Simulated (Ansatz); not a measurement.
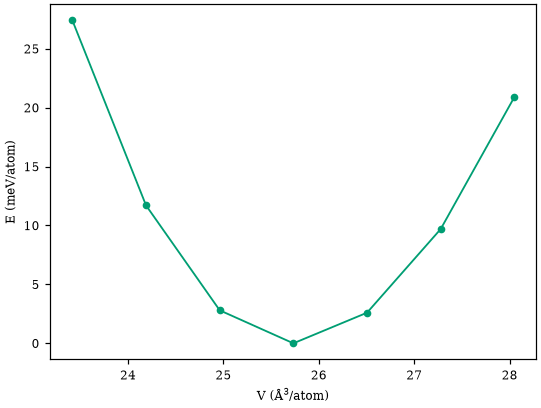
*Sc (simple cubic, Pm-3m) under volume change, r²SCAN in the plane-wave PAW code Ansatz, scaled uniformly.*

Problem. What does a third-order Birch–Murnaghan fit give for V₀, B₀ and B′?

Solution. V₀ = 25.74 Å³/atom, B₀ = 36.5 GPa, B′ = 3.5.

The cell is a constructed one: a structure type filled with these elements; neither database checked (COD, Materials Project) lists it. It is not the phase usual at ambient conditions (space group No. 194). The cell was relaxed with r²SCAN under the symmetry of its start. At this level the phase is mechanically unstable. The run is not spin-polarised.

Potentials: the later of the program's two PAW sets.
